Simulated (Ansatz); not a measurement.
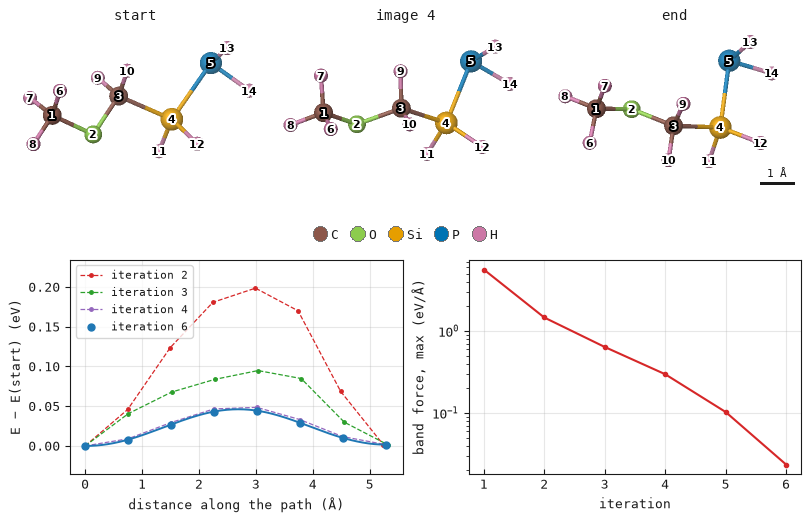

A nudged-elastic-band calculation for C2H9OPSi. Images are numbered from 0 (start) to 7 (end). The plot follows the band through its iterations. Style: ball-and-stick. Shown at a tilt.

Level of theory: RKS revPBE/STO-3G (Ansatz). Settings: 6 movable images; no climbing image; force threshold 0.05 eV/Å; iteration limit 60; starting path through a guess of the saddle point.

How did the profile develop, and is the result final?

Answer. The run is converged, with reservations. The band converged in 6 iterations. The largest component of the band force went from 5.6 to 0.023 eV/Å. No image climbed, so the highest image needn't lie on the saddle point, and the true maximum along this path can be higher. The first iteration put the highest image at 1.799 eV. The two ends have nearly the same energy, and the highest point, image 4, lies 0.044 eV above the start.

Limits of the set-up: STO-3G is a minimal basis, so the numbers are rough.

Cost: 97 s on 1 thread of Arm Neoverse V2, with other jobs on the host, peak memory 0.1 GiB.
